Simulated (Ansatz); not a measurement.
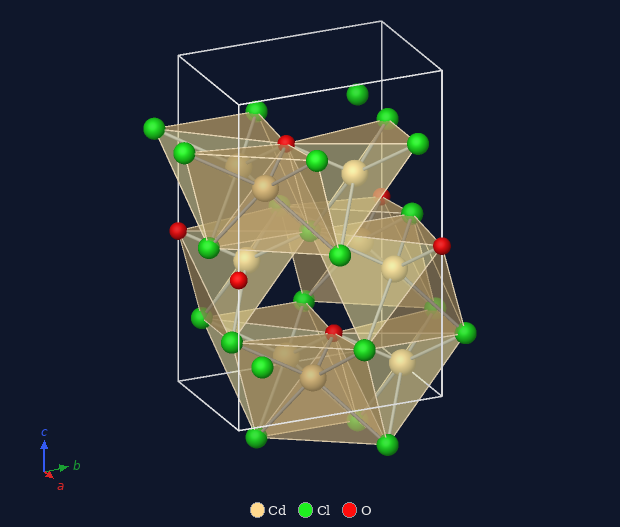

Polyhedra are drawn about Cd (bonds: Cd–Cl below 3.3 Å and Cd–O below 2.5 Å); other atoms are plain spheres.

System Cd₃Cl₃O (space group R3m, No. 160); source of the atomic positions: the geometry relaxed with DFT PBE, scalar-relativistic, plane waves, PAW (Ansatz); the starting structure was generated, so it need not be a known form of this composition.

What figure surrounds each Cd atom, and what does it share with the other drawn polyhedra?

Cd: CdOCl4 square pyramid, sharing edges with two neighbours and corners with ten neighbours.

How do these polyhedra hang together as a whole?

They form a three-dimensional framework of corner- and edge-sharing square pyramids.

How far apart are the centres of linked polyhedra?

Centre to centre across a shared edge: 3.44 Å; across a shared corner: 3.89 to 5.49 Å.
